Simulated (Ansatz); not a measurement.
# GeHCl (singlet): one geometry, many settings

What do other methods and options give for GeHCl (singlet) at this geometry, and how long do they take?

The runs use Ansatz 0.2.0, Gaussian basis; the settings change from run to run.

15 further runs of the same task are left out: 8 that didn't finish, 7 set aside as unsound or not needed.

### Step 1. What is computed

The geometry is a PBE0/def2-TZVP stationary point (not a proven minimum). No spin-orbit coupling is included. The filled d shell of Ge may be among the frozen orbitals whatever the setting's name suggests; the logs give the count.

3 atoms, charge 0, spin multiplicity 1.

Atoms are counted from 1 here; the program's logs count them from 0.

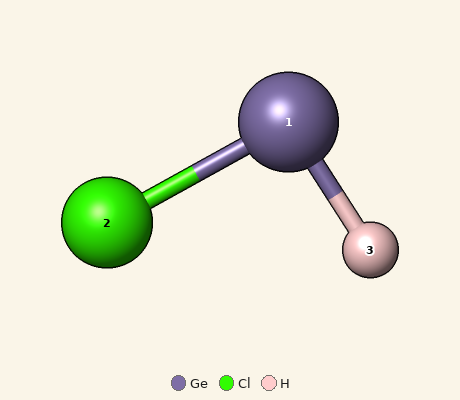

The geometry (germanium purple, chlorine green, hydrogen pink); atoms are numbered from 1 in the order of the file.

### Step 2. NEVPT2(6,5)/cc-pVDZ

File in.yaml:

```yaml
crystal:
  periodic: [false, false, false]
  atoms:
    - {symbol: Ge, position_ang: [0.000000, -0.033402, 0.707833]}
    - {symbol: Cl, position_ang: [0.000000, 0.024074, -1.474553]}
    - {symbol: H, position_ang: [0.000000, 1.560437, 0.853542]}
basis:
  gaussian: {orbitals: cc-pVDZ}
correlation: {method: sc_nevpt2, electrons: outside_noble_gas, active_space: {window: {electrons: 6, orbitals: 5}, states: [{multiplicity: 1, weights: [1, 1]}, {multiplicity: 3, weights: [1]}], root: 1}}
scf: {lower_state_search: off}
```

Command:

```sh
$ ansatz run in.yaml --threads 1 --pin off --events-out ev --progress --plain --max-ram 2393MiB
```

Log:

```text
Functional definition: HF
  name "HF"
  cite "Fock, Z. Phys. 61, 126 (1930) doi:10.1007/BF01340294"
  parent pbe
  exchange = exact_x
  correlation = 0
these checks for a lower state are left out or cut short: stability, starts, cluster_reference, orbital_swaps, neighbouring_geometries, increment
984 factors; integrals over basis functions are off by at most 1.5e-7 eV
mean field evaluation 1: about -68992.0292 eV, gradient 1.3e1 eV
mean field evaluation 2: about -68992.0435 eV, gradient 1.3e1 eV
mean field evaluation 4: about -68992.7063 eV, gradient 1.1e0 eV
mean field evaluation 8: about -68992.7162 eV, gradient 7.0e-4 eV
mean field -68992.71620692 eV, -2535.4355556618 hartree, gradient 3.8e-6 eV, S^2 0.000000; 0 other end points of the search recorded, 0 dependent functions left out
reference -68992.71620692 eV, -2535.4355556618 hartree; 25, 25 occupied and 25, 25 virtual orbitals, 984 factors
state -68993.30201188 eV, -2535.4570835969 hartree
state -68990.42405389 eV, -2535.3513205916 hartree
state -68993.30201188 eV, -2535.4570835969 hartree; corrected -68998.43737603 eV, -2535.6458047486 hartree
state -68990.42405389 eV, -2535.3513205916 hartree; corrected -68995.55199808 eV, -2535.5397690647 hartree
state -68991.69680833 eV, -2535.3980934544 hartree
state -68991.69680833 eV, -2535.3980934544 hartree; corrected -68996.70368708 eV, -2535.5820928546 hartree
Total energy: -68995.55199808 eV, -2535.5397690647 hartree
Checks for a lower state left out: stability, starts, cluster_reference, orbital_swaps, neighbouring_geometries, increment
```

Wall time 2.7 s (1 thread of Arm Neoverse V2, shared host).

From the report: 52 determinants; active occupations (of the averaged states) 2.00, 1.96, 1.33, 0.68, 0.04.

### Step 3. MP2 on UHF/aug-cc-pVDZ

File in.yaml:

```yaml
crystal:
  periodic: [false, false, false]
  atoms:
    - {symbol: Ge, position_ang: [0.000000, -0.033402, 0.707833]}
    - {symbol: Cl, position_ang: [0.000000, 0.024074, -1.474553]}
    - {symbol: H, position_ang: [0.000000, 1.560437, 0.853542]}
basis:
  gaussian: {orbitals: aug-cc-pVDZ, point_charges: [{charge: 0.50, position_ang: [4.706, 0.454, -0.624]}]}
magnetization: {spin_polarized: true, initial_magnetization: 0}
correlation: {method: mp2, electrons: outside_noble_gas}
```

The command is unchanged.

Log, shortened:

```text
Functional definition: HF
  name "HF"
  cite "Fock, Z. Phys. 61, 126 (1930) doi:10.1007/BF01340294"
  parent pbe
[...]
759 factors; integrals over basis functions are off by at most 8.0e-4 eV
[...]
mean field -68992.82975771 eV, -2535.4397285763 hartree, gradient 2.3e-6 eV, S^2 0.081882; 3 other end points of the search recorded, 0 dependent functions left out
19 core orbitals not correlated: weight in the atoms' cores, before any rotation towards them, 0.999 or more for the frozen orbitals, at most 0.001 for the correlated occupied ones
reference -68992.82975771 eV, -2535.4397285763 hartree; 6, 6 occupied and 47, 47 virtual orbitals, 759 factors
second order -6.11118791 eV of doubles, -0.00000000 eV of singles
Total energy: -68998.94094562 eV, -2535.6643105897 hartree
```

Run time: 2.4 s. Hardware: 1 thread of Arm Neoverse V2, shared host.

From the report: ⟨S²⟩ of the determinant 0.082 (pure singlet: 0.00).

### Step 4. MRCISD+Q(2,6)/6-31G

File in.yaml:

```yaml
crystal:
  periodic: [false, false, false]
  atoms:
    - {symbol: Ge, position_ang: [0.000000, -0.033402, 0.707833]}
    - {symbol: Cl, position_ang: [0.000000, 0.024074, -1.474553]}
    - {symbol: H, position_ang: [0.000000, 1.560437, 0.853542]}
basis:
  gaussian: {orbitals: 6-31G}
correlation: {method: fic_mrcisd_q, electrons: outside_noble_gas, active_space: {window: {electrons: 2, orbitals: 6}}}
```

Same command.

Log, shortened:

```text
Functional definition: HF
  name "HF"
  cite "Fock, Z. Phys. 61, 126 (1930) doi:10.1007/BF01340294"
  parent pbe
[...]
423 factors; integrals over basis functions are off by at most 5.3e-4 eV
[...]
mean field -68983.02136536 eV, -2535.0792768056 hartree, gradient 1.7e-6 eV, S^2 0.000000; 0 other end points of the search recorded, 0 dependent functions left out
reference -68983.02136536 eV, -2535.0792768056 hartree; 25, 25 occupied and 19, 19 virtual orbitals, 423 factors
state -68983.57513453 eV, -2535.0996274473 hartree
contracted CI cycle   1: correlation 0.00000000 eV, 0.0000000000 hartree, residual 1.08e1 eV
contracted CI cycle   2: correlation -2.01480004 eV, -0.0740425357 hartree, residual 2.62e0 eV
contracted CI cycle   3: correlation -2.15895191 eV, -0.0793400191 hartree, residual 1.13e0 eV
contracted CI cycle   4: correlation -2.18325357 eV, -0.0802330887 hartree, residual 3.94e-1 eV
contracted CI cycle   5: correlation -2.18619880 eV, -0.0803413241 hartree, residual 1.31e-1 eV
contracted CI cycle   6: correlation -2.18651338 eV, -0.0803528848 hartree, residual 4.52e-2 eV
contracted CI cycle   7: correlation -2.18655185 eV, -0.0803542983 hartree, residual 1.81e-2 eV
contracted CI cycle   8: correlation -2.18655788 eV, -0.0803545200 hartree, residual 7.34e-3 eV
contracted CI cycle   9: correlation -2.18655875 eV, -0.0803545519 hartree, residual 2.73e-3 eV
contracted CI cycle  10: correlation -2.18655886 eV, -0.0803545559 hartree, residual 8.94e-4 eV
state -68983.57513453 eV, -2535.0996274473 hartree; corrected -68985.88194031 eV, -2535.1844009961 hartree
WARN: 1 active orbitals are nearly empty or full. The corrections depend on them more than the energy does, and are more stable in an active space without them
Total energy: -68985.88194031 eV, -2535.1844009961 hartree
```

It took 6.5 s on 1 thread of Arm Neoverse V2, shared host.

From the report: 26 determinants; active occupations 1.94, 0.04, 0.01, 0.00, 0.00, 0.00. The report marks this result as in doubt.

### Step 5. CASSCF(8,7)/cc-pVDZ

File in.yaml:

```yaml
crystal:
  periodic: [false, false, false]
  atoms:
    - {symbol: Ge, position_ang: [0.000000, -0.033402, 0.707833]}
    - {symbol: Cl, position_ang: [0.000000, 0.024074, -1.474553]}
    - {symbol: H, position_ang: [0.000000, 1.560437, 0.853542]}
basis:
  gaussian: {orbitals: cc-pVDZ}
correlation: {active_space: {window: {electrons: 8, orbitals: 7}, states: [{multiplicity: 1, weights: [1, 0.5, 1, 0.5]}, {multiplicity: 3, weights: [1]}]}}
```

The command is unchanged.

Log:

```text
Functional definition: HF
  name "HF"
  cite "Fock, Z. Phys. 61, 126 (1930) doi:10.1007/BF01340294"
  parent pbe
  exchange = exact_x
  correlation = 0
984 factors; integrals over basis functions are off by at most 1.5e-7 eV
mean field evaluation 1: about -68992.0292 eV, gradient 1.3e1 eV
mean field evaluation 2: about -68992.0435 eV, gradient 1.3e1 eV
mean field evaluation 4: about -68992.7063 eV, gradient 1.1e0 eV
mean field evaluation 8: about -68992.7162 eV, gradient 7.0e-4 eV
mean field -68992.71620692 eV, -2535.4355556618 hartree, gradient 3.8e-6 eV, S^2 0.000000; 0 other end points of the search recorded, 0 dependent functions left out
reference -68992.71620692 eV, -2535.4355556618 hartree; 25, 25 occupied and 25, 25 virtual orbitals, 984 factors
state -68993.55320276 eV, -2535.4663146915 hartree
state -68990.79822154 eV, -2535.3650709988 hartree
state -68988.43644552 eV, -2535.2782773310 hartree
state -68987.64235098 eV, -2535.2490948951 hartree
state -68992.00892086 eV, -2535.4095633785 hartree
Total energy: -68990.80471385 eV, -2535.3653095870 hartree
```

It took 14 s on 1 thread of Arm Neoverse V2, shared host.

From the report: 1,225 determinants; active occupations (of the averaged states) 1.97, 1.85, 1.75, 1.58, 0.76, 0.04, 0.04.

### Step 6. CCSD(T)/cc-pVDZ

File in.yaml:

```yaml
crystal:
  periodic: [false, false, false]
  atoms:
    - {symbol: Ge, position_ang: [0.000000, -0.033402, 0.707833]}
    - {symbol: Cl, position_ang: [0.000000, 0.024074, -1.474553]}
    - {symbol: H, position_ang: [0.000000, 1.560437, 0.853542]}
basis:
  gaussian: {orbitals: cc-pVDZ}
magnetization: {spin_polarized: true, initial_magnetization: 0}
hamiltonian: {xc: {name: PBE0}}
correlation: {method: ccsd_t, electrons: outside_noble_gas}
accuracy: high
scf: {lower_state_search: off}
output: {forces: true}
```

Same command.

Log, shortened:

```text
Functional definition: PBE0
  name "PBE0"
  cite "Adamo & Barone, J. Chem. Phys. 110, 6158 (1999) doi:10.1063/1.478522"
  cite "Perdew, Burke & Ernzerhof, Phys. Rev. Lett. 77, 3865 (1996) doi:10.1103/PhysRevLett.77.3865"
  parent pbe
[...]
1029 factors; integrals over basis functions are off by at most 4.4e-9 eV
[...]
mean field -69045.41238666 eV, -2537.3721045482 hartree, gradient 5.2e-8 eV, S^2 0.000000; 0 other end points of the search recorded, 0 dependent functions left out
19 core orbitals not correlated: weight in the atoms' cores, before any rotation towards them, 0.999 or more for the frozen orbitals, at most 0.001 for the correlated occupied ones
reference -68992.31860909 eV, -2535.4209442110 hartree; 6, 6 occupied and 25, 25 virtual orbitals, 1029 factors
second order -5.93267167 eV of doubles, -0.17587421 eV of singles
cycle   1  -6.48982420 eV  change   -3.9e-1 eV  update   7.3e-2
[...]
cycle  21  -6.72494600 eV  change   3.5e-10 eV  update   1.4e-9
perturbative correction -0.17380436 eV, -0.0063871924 hartree
[...]
Total energy: -68999.21735945 eV, -2535.6744686106 hartree
Atom 0 at     0.000000    -0.033402     0.707833 Å, force    -0.000000    -0.010145     0.407445 eV/Å
Atom 1 at     0.000000     0.024074    -1.474553 Å, force    -0.000000    -0.031626    -0.471573 eV/Å
Atom 2 at     0.000000     1.560437     0.853542 Å, force    -0.000000     0.041771     0.064128 eV/Å
Dipole moment:    -0.000000    -0.012342     0.369745 e Å
Checks for a lower state left out: starts, cluster_reference, orbital_swaps, neighbouring_geometries, increment
```

Run time: 14 s. Hardware: 1 thread of Arm Neoverse V2, shared host.

From the report: ⟨S²⟩ of the determinant 0.000 (pure singlet: 0.00); correlation -6.8988 eV; T1 0.013; largest double amplitude 0.07. The orbitals are Kohn-Sham ones, so correlation energy and T1 don't compare with those on Hartree-Fock orbitals.

### Step 7. All runs side by side

Where basis and cores are those of an earlier RCCSDT(Q)/cc-pVDZ run (-68999.4210 eV), and the state is the same kind, the miss against it is given. † marks a result that the program doubts.

```csv
level,correlated,functions,energy (eV),from RCCSDT(Q) (meV),time
"NEVPT2(6,5)/cc-pVDZ (excited root 1 of an average)",outside noble gas,50,-68995.5520,,2.7 s
MP2 on UHF/aug-cc-pVDZ (beside a point charge),outside noble gas,72,-68998.9409,,2.4 s
"MRCISD+Q(2,6)/6-31G †",outside noble gas,44,-68985.8819,,6.5 s
"CASSCF(8,7)/cc-pVDZ (mean of several states)",,50,-68990.8047,,14 s
CCSD(T)/cc-pVDZ (on PBE0 orbitals),outside noble gas,50,-68999.2174,203.7,14 s
```

### Step 8. Outcome

```
quantity                                                  value
    runs                                                      5
quickest  MP2 on UHF/aug-cc-pVDZ (beside a point charge), 2.4 s
 slowest     CASSCF(8,7)/cc-pVDZ (mean of several states), 14 s
```

**Reading.** Total energies in different bases, with other cores or another treatment of relativity can't be set against each other. CASSCF(8,7)/cc-pVDZ (mean of several states) took 6 times as long as MP2 on UHF/aug-cc-pVDZ (beside a point charge); the jobs differ in more than the method. Cores frozen from Kohn-Sham orbitals shift the total energy.
